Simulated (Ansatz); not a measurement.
**SiH3OF (SMILES O[SiH2]F): the energy, rung by rung**

SiH3OF: 6 atoms, total charge 0, spin state singlet. As SMILES, `O[SiH2]F`. Geometry: relaxed at PBE0-D4/def2-TZVP. This is one conformer, not always the lowest.

```xyz
6

O    -0.8535   -0.2092   -0.9241
Si    0.3783   -0.0093    0.1239
F     0.1808   -0.9228    1.4178
H    -1.7142    0.1502   -0.7056
H     1.5956   -0.4585   -0.5758
H     0.4551    1.3856    0.6176
```

Quantity: the energy change with the Si2–F3 bond stretched from 1.596 to 2.394 Å, in eV. The values are calculated.

| level | kind | program | value (eV) | less FCI/STO-3G |
| --- | --- | --- | --- | --- |
| BLYP/STO-3G (restricted) | GGA | Ansatz | 3.04 | +0.05 |
| revPBE/STO-3G (restricted) | GGA | Ansatz | 2.99 | 0.00 |
| r2SCAN/STO-3G (restricted) | meta-GGA | Ansatz | 3.39 | +0.40 |
| B3LYP/STO-3G (restricted) | global hybrid | Ansatz | 3.50 | +0.51 |
| wB97M-V/STO-3G (restricted) | range-separated hybrid | Ansatz | 3.89 | +0.90 |
| RPA@PBE/STO-3G (restricted) | RPA | Ansatz | 2.71 | -0.28 |
| MP2/STO-3G (restricted) | perturbation theory | Ansatz | 3.90 | +0.91 |
| BCCD(T)/STO-3G (restricted) | coupled cluster or CI | Ansatz | 3.00 | +0.01 |
| CCSD(T)/STO-3G (restricted) | coupled cluster or CI | Ansatz | 3.00 | +0.01 |
| FCI/STO-3G | exact in the basis | Ansatz | 2.99 | 0.00 |

FCI/STO-3G is exact within its basis and frozen core, so for wave-function methods in that basis the difference is their error; functionals converge differently with the basis, so for them it is only a difference. The first shape isn't each level's own minimum. The values span 2.71 to 3.90 eV. All rows use very small basis sets, so none should be taken for the real molecule's value.

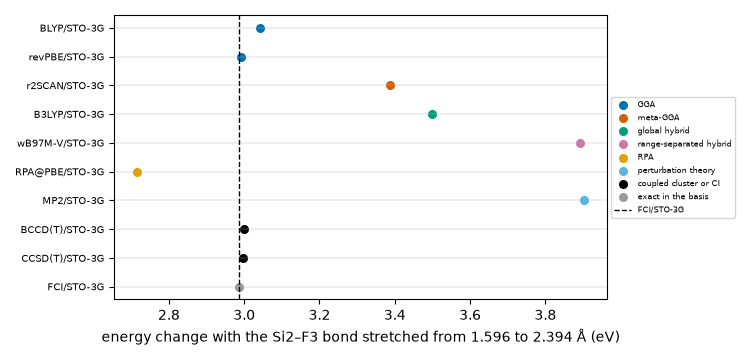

The values of the table, level by level.
